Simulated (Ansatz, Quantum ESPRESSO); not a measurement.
# TaBi (Pm-3m): phonons by linear response, part 2 of 3

How does TaBi (Pm-3m) vibrate, and is this structure a minimum?

Quantum ESPRESSO 7.5; DFT LDA, scalar-relativistic, plane waves, PseudoDojo norm-conserving pseudopotentials.

So far. Step 2 (A probe with smearing): No gap opens on this mesh, so smearing is kept; the start stands at -14 GPa. Step 4 (Ground state): The cell stands at -0.009 GPa, close enough for phonons. The relaxed cell has a = 3.442 Å (conventional setting).

The structure was built from a prototype and need not be the compound's stable phase.

### Step 5. Phonons on a q mesh

Linear response treats each wavevector in the unit cell, with no supercell; the 2×2×2 mesh fixes the range of the force constants to be had.

ph.in

```
phonons
&INPUTPH
  prefix       = 'x'
  outdir       = './tmp'
  fildyn       = 'x.dyn'
  tr2_ph       = 1.0d-18
  alpha_mix(1) = 0.4
  nmix_ph      = 8
  ldisp        = .true.
  nq1          = 2
  nq2          = 2
  nq3          = 2
/
```

Launch:

```console
OMP_NUM_THREADS=1 mpirun -n 4 ph.x -nk 4 -in ph.in > ph.out
```

Output:

```text
[banners, grids, parts of the stress and lines that vanish by symmetry left out]
[banner, memory and clock lines left out]
Program PHONON v.7.5

     ./tmp/x.save/

     IMPORTANT: XC functional enforced from input :
     Exchange-correlation= PW
                           (   1   4   0   0   0   0   0)
     Any further DFT definition will be discarded
     Please, verify this is what you really want

     G-vector sticks info

     Reading collected, re-writing distributed wavefunctions in ./tmp/

     Dynamical matrices for ( 2, 2, 2)  uniform grid of q-points
     (   4 q-points):
       N         xq(1)         xq(2)         xq(3)
       1   0.000000000   0.000000000   0.000000000
       2   0.000000000   0.000000000  -0.500000000
       3   0.000000000  -0.500000000  -0.500000000
       4  -0.500000000  -0.500000000  -0.500000000

     Number and degeneracy of irreps per q-point
       N         xq(1)         xq(2)         xq(3)   N irreps
       1   0.000000000   0.000000000   0.000000000       2
        3   3
       2   0.000000000   0.000000000  -0.500000000       4
        1   2   1   2
       3   0.000000000  -0.500000000  -0.500000000       4
        1   1   2   2
       4  -0.500000000  -0.500000000  -0.500000000       2
        3   3

     Calculation of q =    0.0000000   0.0000000   0.0000000

     phonons

     bravais-lattice index     =            0
     lattice parameter (alat)  =       6.5053  a.u.
     unit-cell volume          =     275.2991 (a.u.)^3
     number of atoms/cell      =            2
     number of atomic types    =            2
     kinetic-energy cut-off    =      70.0000  Ry
     charge density cut-off    =     280.0000  Ry
     convergence threshold     =      1.0E-18
     beta                      =       0.4000
     number of iterations used =            8
     Exchange-correlation= PW
                           (   1   4   0   0   0   0   0)

     celldm(1)=    6.50531  celldm(2)=    0.00000  celldm(3)=    0.00000
     celldm(4)=    0.00000  celldm(5)=    0.00000  celldm(6)=    0.00000

     crystal axes: (cart. coord. in units of alat)
               a(1) = (  1.0000  0.0000  0.0000 )
               a(2) = (  0.0000  1.0000  0.0000 )
               a(3) = (  0.0000  0.0000  1.0000 )

     reciprocal axes: (cart. coord. in units 2 pi/alat)
               b(1) = (  1.0000  0.0000  0.0000 )
               b(2) = (  0.0000  1.0000  0.0000 )
               b(3) = (  0.0000  0.0000  1.0000 )

     Atoms inside the unit cell:

     Cartesian axes

     site n.  atom      mass           positions (alat units)
        1  Bi    208.9804   tau(    1) = (    0.00000    0.00000    0.00000  )
        2  Ta    180.9479   tau(    2) = (    0.50000    0.50000    0.50000  )

     Computing dynamical matrix for
                    q = (   0.0000000   0.0000000   0.0000000 )

     49 Sym.Ops. (with q -> -q+G )

     G cutoff =  300.1476  (  21879 G-vectors)     FFT grid: ( 36, 36, 36)

     number of k points=    56  Marzari-Vanderbilt smearing, width (Ry)=  0.0200

     PseudoPot. # 1 for Bi read from file:
     ./pseudo/Bi.upf
     Pseudo is Norm-conserving + core correction, Zval = 15.0
     Using radial grid of 1454 points,  6 beta functions with:
                l(1) =   0
                l(2) =   0
                l(3) =   1
                l(4) =   1
                l(5) =   2
                l(6) =   2

     PseudoPot. # 2 for Ta read from file:
     ./pseudo/Ta.upf
     Pseudo is Norm-conserving + core correction, Zval = 13.0
     Using radial grid of 1432 points,  8 beta functions with:
                l(1) =   0
                l(2) =   0
                l(3) =   1
                l(4) =   1
                l(5) =   2
                l(6) =   2
                l(7) =   3
                l(8) =   3

     Mode symmetry, O_h (m-3m)  point group:

     Atomic displacements:
     There are    2 irreducible representations

     Representation     1      3 modes -  To be done

     Representation     2      3 modes -  To be done

     Alpha used in Ewald sum =   2.7000

     Representation #   1 modes #   1   2   3

     Self-consistent Calculation
      iter #   1   av.it.:   7.2
      thresh= 1.000E-02 alpha_mix =  0.400 |ddv_scf|^2 =  2.968E-06
      iter #   2   av.it.:  11.8
      thresh= 1.723E-04 alpha_mix =  0.400 |ddv_scf|^2 =  8.928E-08
      iter #   3   av.it.:  12.0
      thresh= 2.988E-05 alpha_mix =  0.400 |ddv_scf|^2 =  3.698E-09
      iter #   4   av.it.:  12.4
      thresh= 6.081E-06 alpha_mix =  0.400 |ddv_scf|^2 =  2.503E-10
      iter #   5   av.it.:  12.8
      thresh= 1.582E-06 alpha_mix =  0.400 |ddv_scf|^2 =  7.893E-13
      iter #   6   av.it.:  12.4
      thresh= 8.884E-08 alpha_mix =  0.400 |ddv_scf|^2 =  1.054E-13
      iter #   7   av.it.:  12.7
      thresh= 3.246E-08 alpha_mix =  0.400 |ddv_scf|^2 =  1.717E-15
      iter #   8   av.it.:  13.1
      thresh= 4.143E-09 alpha_mix =  0.400 |ddv_scf|^2 =  3.450E-17
      iter #   9   av.it.:  12.5
      thresh= 5.874E-10 alpha_mix =  0.400 |ddv_scf|^2 =  2.124E-18
      iter #  10   av.it.:  12.9
      thresh= 1.457E-10 alpha_mix =  0.400 |ddv_scf|^2 =  2.087E-20

     End of self-consistent calculation

     Convergence has been achieved

     Representation #   2 modes #   4   5   6

     Self-consistent Calculation
      iter #   1   av.it.:   7.6
      thresh= 1.000E-02 alpha_mix =  0.400 |ddv_scf|^2 =  4.977E-06
      iter #   2   av.it.:  11.8
      thresh= 2.231E-04 alpha_mix =  0.400 |ddv_scf|^2 =  4.238E-08
      iter #   3   av.it.:  12.2
      thresh= 2.059E-05 alpha_mix =  0.400 |ddv_scf|^2 =  4.231E-09
      iter #   4   av.it.:  12.5
      thresh= 6.504E-06 alpha_mix =  0.400 |ddv_scf|^2 =  2.160E-10
[...]
End of self-consistent calculation

     Convergence has been achieved

     Number of q in the star =    1
     List of q in the star:
          1   0.000000000   0.000000000   0.000000000

     Diagonalizing the dynamical matrix

     q = (    0.000000000   0.000000000   0.000000000 )

 **************************************************************************
     freq (    1) =      -0.031264 [THz] =      -1.042842 [cm-1]
     freq (    2) =      -0.031264 [THz] =      -1.042842 [cm-1]
     freq (    3) =      -0.031264 [THz] =      -1.042842 [cm-1]
     freq (    4) =       4.053111 [THz] =     135.197242 [cm-1]
     freq (    5) =       4.053111 [THz] =     135.197242 [cm-1]
     freq (    6) =       4.053111 [THz] =     135.197242 [cm-1]
 **************************************************************************

     Mode symmetry, O_h (m-3m)  point group:

     freq (   1-   3) =         -1.0  [cm-1]   --> T_1u G_15  G_4- I
     freq (   4-   6) =        135.2  [cm-1]   --> T_1u G_15  G_4- I

     Calculation of q =    0.0000000   0.0000000  -0.5000000
     [... set-up and bands at k+q left out ...]

     Mode symmetry, D_4h(4/mmm) point group:

     Atomic displacements:
     There are    4 irreducible representations

     Representation     1      1 modes -  To be done

     Representation     2      2 modes -  To be done

     Representation     3      1 modes -  To be done

     Representation     4      2 modes -  To be done

     Message from routine init_vloc:
     Interpolation table for Vloc re-allocated

     Alpha used in Ewald sum =   2.7000

     Representation #   1 mode #   1

     Self-consistent Calculation

[...]
End of self-consistent calculation

     Convergence has been achieved

     Representation #   2 modes #   2   3

     Self-consistent Calculation

[...]
End of self-consistent calculation

     Convergence has been achieved

     Representation #   3 mode #   4

     Self-consistent Calculation

[...]
End of self-consistent calculation

     Convergence has been achieved

     Representation #   4 modes #   5   6

     Self-consistent Calculation

[...]
End of self-consistent calculation

     Convergence has been achieved

     Number of q in the star =    3
     List of q in the star:
          1   0.000000000   0.000000000  -0.500000000
          2   0.000000000  -0.500000000   0.000000000
          3  -0.500000000   0.000000000   0.000000000

     Diagonalizing the dynamical matrix

     q = (    0.000000000   0.000000000  -0.500000000 )

 **************************************************************************
     freq (    1) =       2.713659 [THz] =      90.517920 [cm-1]
     freq (    2) =       2.713659 [THz] =      90.517920 [cm-1]
     freq (    3) =       2.824862 [THz] =      94.227251 [cm-1]
     freq (    4) =       2.943842 [THz] =      98.195993 [cm-1]
     freq (    5) =       2.943842 [THz] =      98.195993 [cm-1]
     freq (    6) =       4.054556 [THz] =     135.245424 [cm-1]
 **************************************************************************

     Mode symmetry, D_4h(4/mmm) point group:

     freq (   1-   2) =         90.5  [cm-1]   --> E_g  X_5  M_5
     freq (   3-   3) =         94.2  [cm-1]   --> A_1g X_1  M_1
     freq (   4-   5) =         98.2  [cm-1]   --> E_u  X_5' M_5'
     freq (   6-   6) =        135.2  [cm-1]   --> A_2u X_4' M_4'

     Calculation of q =    0.0000000  -0.5000000  -0.5000000
     [... set-up and bands at k+q left out ...]

     Mode symmetry, D_4h(4/mmm) point group:

     Atomic displacements:
     There are    4 irreducible representations

     Representation     1      1 modes -  To be done

     Representation     2      1 modes -  To be done

     Representation     3      2 modes -  To be done

     Representation     4      2 modes -  To be done

     Alpha used in Ewald sum =   2.7000

     Representation #   1 mode #   1

     Self-consistent Calculation

[...]
End of self-consistent calculation

     Convergence has been achieved

     Representation #   2 mode #   2

     Self-consistent Calculation

[...]
End of self-consistent calculation

     Convergence has been achieved

     Representation #   3 modes #   3   4

     Self-consistent Calculation

[...]
End of self-consistent calculation

     Convergence has been achieved

     Representation #   4 modes #   5   6

     Self-consistent Calculation

[...]
End of self-consistent calculation

     Convergence has been achieved

     Number of q in the star =    3
     List of q in the star:
          1   0.000000000  -0.500000000  -0.500000000
          2  -0.500000000  -0.500000000   0.000000000
          3  -0.500000000   0.000000000  -0.500000000

     Diagonalizing the dynamical matrix

     q = (    0.000000000  -0.500000000  -0.500000000 )

 **************************************************************************
     freq (    1) =       1.384445 [THz] =      46.180128 [cm-1]
     freq (    2) =       1.384445 [THz] =      46.180128 [cm-1]
     freq (    3) =       2.645840 [THz] =      88.255717 [cm-1]
     freq (    4) =       3.814470 [THz] =     127.237010 [cm-1]
     freq (    5) =       4.142839 [THz] =     138.190247 [cm-1]
     freq (    6) =       4.142839 [THz] =     138.190247 [cm-1]
 **************************************************************************

     Mode symmetry, D_4h(4/mmm) point group:

     freq (   1-   2) =         46.2  [cm-1]   --> E_u  X_5' M_5'
     freq (   3-   3) =         88.3  [cm-1]   --> A_2u X_4' M_4'
     freq (   4-   4) =        127.2  [cm-1]   --> B_1u X_2' M_2'
     freq (   5-   6) =        138.2  [cm-1]   --> E_u  X_5' M_5'

     Calculation of q =   -0.5000000  -0.5000000  -0.5000000
     [... set-up and bands at k+q left out ...]

     Mode symmetry, O_h (m-3m)  point group:

     Atomic displacements:
     There are    2 irreducible representations

     Representation     1      3 modes -  To be done

     Representation     2      3 modes -  To be done

     Alpha used in Ewald sum =   2.7000

     Representation #   1 modes #   1   2   3

     Self-consistent Calculation

[...]
End of self-consistent calculation

     Convergence has been achieved

     Representation #   2 modes #   4   5   6

     Self-consistent Calculation

[...]
iter #   4   av.it.:  12.6
      thresh= 6.858E-06 alpha_mix =  0.400 |ddv_scf|^2 =  1.769E-10

      iter #   5   av.it.:  12.2
      thresh= 1.330E-06 alpha_mix =  0.400 |ddv_scf|^2 =  2.826E-12

      iter #   6   av.it.:  12.1
      thresh= 1.681E-07 alpha_mix =  0.400 |ddv_scf|^2 =  3.640E-13

      iter #   7   av.it.:  12.4
      thresh= 6.033E-08 alpha_mix =  0.400 |ddv_scf|^2 =  7.010E-15

      iter #   8   av.it.:  12.9
      thresh= 8.373E-09 alpha_mix =  0.400 |ddv_scf|^2 =  2.453E-17

      iter #   9   av.it.:  12.1
      thresh= 4.953E-10 alpha_mix =  0.400 |ddv_scf|^2 =  5.942E-18

      iter #  10   av.it.:  12.6
      thresh= 2.438E-10 alpha_mix =  0.400 |ddv_scf|^2 =  3.449E-20

     End of self-consistent calculation

     Convergence has been achieved

     Number of q in the star =    1
     List of q in the star:
          1  -0.500000000  -0.500000000  -0.500000000

     Diagonalizing the dynamical matrix

     q = (   -0.500000000  -0.500000000  -0.500000000 )

 **************************************************************************
     freq (    1) =       1.412955 [THz] =      47.131117 [cm-1]
     freq (    2) =       1.412955 [THz] =      47.131117 [cm-1]
     freq (    3) =       1.412955 [THz] =      47.131117 [cm-1]
     freq (    4) =       4.102997 [THz] =     136.861232 [cm-1]
     freq (    5) =       4.102997 [THz] =     136.861232 [cm-1]
     freq (    6) =       4.102997 [THz] =     136.861232 [cm-1]
 **************************************************************************

     Mode symmetry, O_h (m-3m)  point group:

     freq (   1-   3) =         47.1  [cm-1]   --> T_2g G_25' G_5+
     freq (   4-   6) =        136.9  [cm-1]   --> T_1u G_15  G_4-


[key lines of the parts left out:]
the Fermi energy is    18.0785 ev
```

Run time: 12 min. Hardware: 4 MPI ranks of Intel Xeon Platinum 8375C at 2.90GHz (Ice Lake), shared host; 48 min of CPU time.

Read from the output:

- largest acoustic frequency at the zone centre before the sum rule: -1.04 cm⁻¹
- highest optical zone-centre mode (no LO-TO term): 135.2 cm⁻¹
- lowest optical zone-centre mode: 135.2 cm⁻¹
- lowest mode on the q mesh (acoustic ones at the zone centre apart): 46.18 cm⁻¹

Frequencies (cm⁻¹) at each irreducible wavevector; negative means imaginary. Frequencies by wavevector:

```csv
q (fractions),star,mode 1,mode 2,mode 3,mode 4,mode 5,mode 6
0 0 0,1,-1.04,-1.04,-1.04,135.2,135.2,135.2
0 0 -0.5,3,90.52,90.52,94.23,98.2,98.2,135.2
0 -0.5 -0.5,3,46.18,46.18,88.26,127.2,138.2,138.2
-0.5 -0.5 -0.5,1,47.13,47.13,47.13,136.9,136.9,136.9
```

The acoustic modes at Γ come out as far as 1.0 cm⁻¹ from zero, where they should vanish, a small numerical error.

### Step 6. Force constants in real space

The dynamical matrices of the mesh are Fourier-transformed to force constants in real space.

q2r.in

```
&INPUT
  fildyn = 'x.dyn'
  zasr   = 'simple'
  flfrc  = 'x.fc'
/
```

Launch:

```console
q2r.x < q2r.in > q2r.out
```

Output:

```text
[banners, grids, parts of the stress and lines that vanish by symmetry left out]
[banner, memory and clock lines left out]
Program Q2R v.7.5

  reading grid info from file x.dyn0

  reading force constants from file x.dyn1
  Dielectric Tensor not found
  nqs=            1
 q=   0.00000000  0.00000000  0.00000000
  reading force constants from file x.dyn2
  nqs=            3
 q=   0.00000000  0.00000000 -0.50000000
[...]
reading force constants from file x.dyn3
  nqs=            3
[...]
q=  -0.50000000  0.00000000 -0.50000000
  reading force constants from file x.dyn4
  nqs=            1
 q=  -0.50000000 -0.50000000 -0.50000000

      q-space grid ok, #points =    8

      fft-check success (sum of imaginary terms < 10^-12)
```

Wall time 0.61 s (1 thread).

### Step 7. Interpolated phonon bands

From the force constants any wavevector is cheap; points of the mesh come back as solved, but for the sum rule and, in polar crystals, the LO-TO term at Γ; the rest is interpolation.

matdyn.in

```
&INPUT
  asr              = 'simple'
  flfrc            = 'x.fc'
  flfrq            = 'x.freq'
  flvec            = 'x.modes'
  q_in_band_form   = .true.
  q_in_cryst_coord = .true.
/
8
  0.0000000   0.0000000   0.0000000  12  ! GAMMA
  0.0000000   0.5000000   0.0000000  12  ! X
  0.5000000   0.5000000   0.0000000  12  ! M
  0.0000000   0.0000000   0.0000000  12  ! GAMMA
  0.5000000   0.5000000   0.5000000  12  ! R
  0.0000000   0.5000000   0.0000000   1  ! X
  0.5000000   0.5000000   0.5000000  12  ! R
  0.5000000   0.5000000   0.0000000   1  ! M
```

Launch:

```console
matdyn.x -in matdyn.in > matdyn.out
```

Output:

```text
[banner, memory and clock lines left out]
Program MATDYN v.7.5

 mass for atomic type   1 not given; uses mass from file x.fc
 mass for atomic type   2 not given; uses mass from file x.fc
     Message from routine matdyn:
     Z* not found in file x.fc, TO-LO splitting at q=0 will be absent!
     Message from routine matdyn:
     Z* not found in file x.fc, TO-LO splitting at q=0 will be absent!

Note: The following floating-point exceptions are signalling: IEEE_UNDERFLOW_FLAG
```

Run time: 0.58 s. Hardware: 1 thread.

This step gave:

```yaml
lowest_frequency_on_the_path: 0 cm⁻¹
mean_frequency: 97.7 cm⁻¹
debye_temperature_second_moment: 191 K
logarithmic_mean_frequency: 91.8 cm⁻¹
```

Matdyn.x, sum rule simple. The phonon branches at the labelled points (cm⁻¹):

```csv
point,branch 1,branch 2,branch 3,branch 4,branch 5,branch 6
Γ,0,0,0,135,135,135
X,90,90,94,98,98,135
M,46,46,88,127,138,138
Γ,0,0,0,135,135,135
R,47,47,47,137,137,137
X,90,90,94,98,98,135
jump to R,47,47,47,137,137,137
M,46,46,88,127,138,138
```

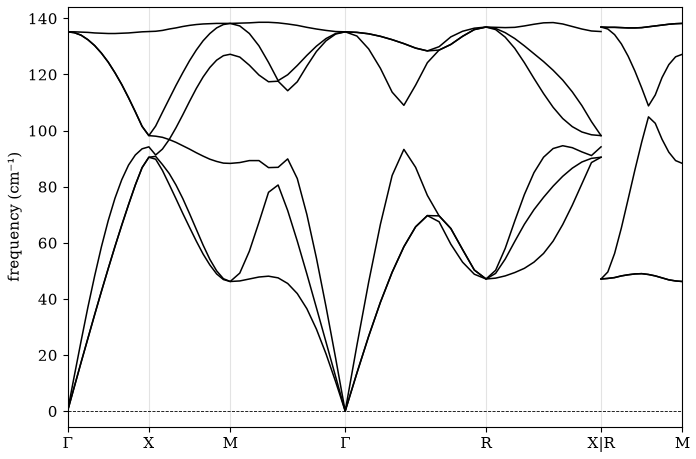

Phonon branches along the path.

Lowest modes at the softest wavevector of the mesh; phase exp(i q.(R + tau)). The modes at q = (0.000, 0.500, 0.500) (shares of kinetic energy by element, %):

```csv
mode,frequency (cm⁻¹),Bi %,Ta %
1,46.2,24,76
2,46.2,24,76
3,88.3,100,0
4,127.2,0,100
5,138.2,76,24
6,138.2,76,24
```

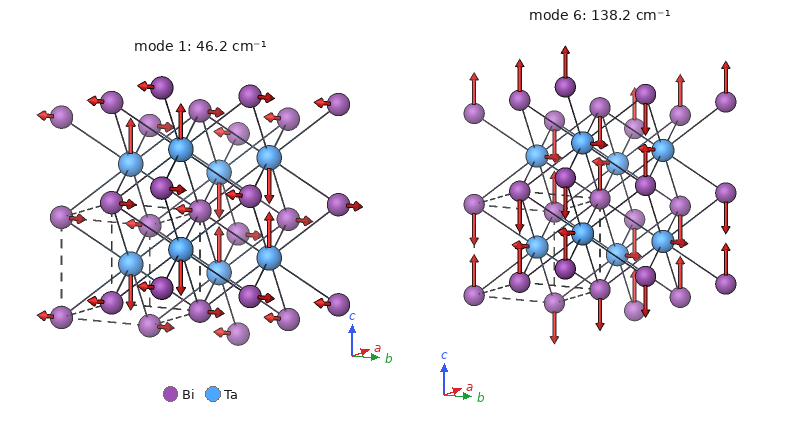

Displacement patterns of modes 1 and 6 at q = (0.000, 0.500, 0.500); arrows are exaggerated. 2×2×2 cells are drawn. Some periodic images of atoms are drawn too.

Force constants by pair (phonopy on the run's constants); pairs near half the supercell's span include their periodic images. Pair force constants, by row:

```csv
atom,neighbour,distance (Å),third of the trace (eV/Å²),along the pair's line (eV/Å²)
Bi1,itself,0,9.863,–
Bi1,Ta,2.981,-0.8148,-2.108
Bi1,Bi,3.442,-0.9943,-3.031
Bi1,Bi,4.868,0.198,0.1088
Bi1,Bi,5.963,-0.9553,-0.9553
Ta2,itself,0,5.476,–
Ta2,Bi,2.981,-0.8148,-2.108
Ta2,Ta,3.442,0.5388,1.573
Ta2,Ta,4.868,-0.4927,-1.085
Ta2,Ta,5.963,0.9037,0.9037
```

Harmonic mean-square displacement, third of the trace. Mean-square displacements:

```csv
T (K),Bi1 U_eq (Å²),Ta2 U_eq (Å²)
0,8.30e-4,0.00123
100,0.00167,0.00284
300,0.00452,0.00795
600,0.00894,0.01579
```

Mode patterns, pair constants, displacements and means over the zone were worked out by phonopy from the force constants of q2r.x.

All branches are real along the path.

### Step 8. Sums over the zone

Sums over the zone need many more wavevectors than were solved, so the interpolation is sampled on a dense mesh.

matdyn.in

```
&INPUT
  asr    = 'simple'
  flfrc  = 'x.fc'
  dos    = .true.
  fldos  = 'x.dos'
  nk1    = 13
  nk2    = 13
  nk3    = 13
  deltaE = 0.3
/
```

Launch:

```console
matdyn.x -in matdyn.in > matdyn.out
```

Output:

```text
[banner, memory and clock lines left out]
Program MATDYN v.7.5

 mass for atomic type   1 not given; uses mass from file x.fc
 mass for atomic type   2 not given; uses mass from file x.fc
     Message from routine matdyn:
     Z* not found in file x.fc, TO-LO splitting at q=0 will be absent!

Note: The following floating-point exceptions are signalling: IEEE_UNDERFLOW_FLAG
```

The job ended after 3.2 s (1 thread).

Numbers from this step:

```yaml
share_of_modes_beyond_3i_cm_minus1_on_the_dense_interpolated_mesh: 0
zero_point_energy_per_atom: 18.13 meV
heat_capacity_at_300_k: 24.45 J/(mol atoms K)
vibrational_entropy_at_300_k: 45.68 J/(mol atoms K)
```

The phonon density of states has structure finer than the step of the table below, so its rows give means over 10 cm⁻¹, whole bins alone (the curve runs from 0 to 139 cm⁻¹). Peaks (cm⁻¹: height): total 50.4: 0.0946, 90.9: 0.129, 113.4: 0.126, 137.7: 0.354; Bi 112.5: 0.0792, 137.7: 0.276; Ta 50.4: 0.0746, 90.9: 0.0923, 113.4: 0.0478, 137.7: 0.0786.

Tetrahedra. Table of phonon density of states by wavenumber; means over each step; values in 1/cm⁻¹/cell:

```csv
wavenumber (cm⁻¹),total,Bi,Ta
10,2.1e-4,1.1e-4,9.8e-5
20,0.00145,7.6e-4,7.0e-4
30,0.00391,0.00197,0.00194
40,0.00860,0.00406,0.00455
50,0.0568,0.0151,0.0417
60,0.0613,0.0166,0.0447
70,0.0451,0.0129,0.0322
80,0.0422,0.0109,0.0314
90,0.0675,0.0232,0.0443
100,0.0171,0.0104,0.00667
110,0.0622,0.0373,0.0249
120,0.0721,0.0445,0.0276
130,0.0649,0.0480,0.0169
```

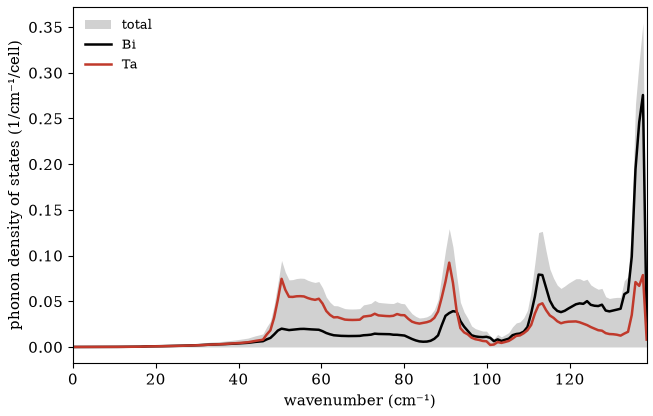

Phonon density of states against wavenumber.

Harmonic thermodynamic functions per atom, summed over the density of states scaled to three modes an atom; melting is ignored. Thermodynamic functions:

```csv
T (K),F_vib (meV/atom),S (J/mol-atom/K),C_V (J/mol-atom/K)
0,18.13,0,0
50,16.84,7.834,13.66
100,9.45,20.14,21
200,-20.35,35.87,23.86
300,-62.93,45.68,24.45
400,-114.1,52.75,24.66
500,-171.8,58.27,24.76
600,-234.6,62.79,24.82
700,-301.6,66.61,24.85
800,-372.4,69.93,24.87
900,-446.5,72.86,24.89
1000,-523.4,75.49,24.9
```

At 300 K the heat capacity has reached 98 % of the Dulong-Petit value.

(Part 2 of 3 ends here.)

[Host names and launcher messages were left out of these logs when they were recorded.]

[Logs are printed without paths, hosts, clocks, repeated set-up lines and the standing remarks that a program may print on its own settings, such as how far it seeks lower states.]

[Hosts, paths, dates, database ids (printed as entryN), source tags and the programs' standing remarks are cut or masked in the printed files.]
